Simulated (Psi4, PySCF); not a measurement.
Approach curve of the dimer CH5N ··· Li+ (SMILES CN and [Li+]) (charge +1). Monomers: optimised at B3LYP-D3(BJ) (def2-TZVP), held rigid. Orientation: lowest of the rigid-body minima from ten starts at GFN2-xTB (searched outside a hard wall at short contacts). R is the distance of the centres of mass, along which the second monomer moves. The shortest distances reach bonding range, where SAPT0 and rigid monomers are unreliable.

Geometry at R = 2.27 Å (first 7 atoms: monomer A):
```
8

C     -0.5674     0.0863     0.0133
N      0.8700     0.0080     0.2712
H     -0.8931    -0.3313    -0.9494
H     -0.8821     1.1305     0.0489
H     -1.1033    -0.4396     0.8050
H      1.3904     0.5004    -0.4447
H      1.1855    -0.9542     0.2557
Li     1.0413     0.8420     2.0532
```

- RKS-B3LYP/6-31G* = restricted B3LYP/6-31G*, spherical d, no counterpoise correction run with PySCF
- revPBE/def2-TZVP, counterpoise-corrected (Psi4)
- RHF/6-31G* = restricted Hartree-Fock/6-31G*, spherical d, no counterpoise correction (PySCF)
- revPBE-D3(BJ)/def2-TZVP, counterpoise-corrected (Psi4)
- PBE/def2-TZVP, counterpoise-corrected (Psi4)

Interaction energies in kJ/mol (negative: bound); R is the distance of the centres of mass, d the N2···Li8 distance.

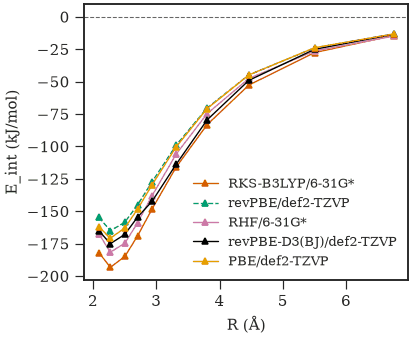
*Interaction energy against separation.*

```tsv
R / Å	d / Å	RKS-B3LYP/6-31G*	revPBE/def2-TZVP	RHF/6-31G*	revPBE-D3(BJ)/def2-TZVP	PBE/def2-TZVP
2.09	1.80	-181.99	-154.72	-167.52	-165.14	-162.13
2.27	1.97	-193.32	-165.11	-181.66	-175.08	-170.96
2.50	2.19	-184.96	-158.53	-174.69	-167.88	-162.83
2.70	2.39	-169.11	-145.19	-159.01	-154.60	-148.46
2.93	2.61	-148.33	-127.35	-138.09	-142.40	-129.70
3.31	2.98	-116.09	-99.16	-106.01	-113.89	-100.46
3.80	3.46	-83.28	-70.38	-74.79	-79.59	-70.87
4.46	4.11	-52.74	-44.90	-47.64	-49.07	-44.92
5.50	5.15	-27.64	-23.97	-26.41	-25.12	-23.90
6.75	6.39	-14.47	-13.24	-14.89	-13.54	-13.29
```

Lowest grid point: RKS-B3LYP/6-31G* -193.32 kJ/mol at R = 2.27 Å; revPBE/def2-TZVP -165.11 kJ/mol at R = 2.27 Å; RHF/6-31G* -181.66 kJ/mol at R = 2.27 Å; revPBE-D3(BJ)/def2-TZVP -175.08 kJ/mol at R = 2.27 Å; PBE/def2-TZVP -170.96 kJ/mol at R = 2.27 Å.
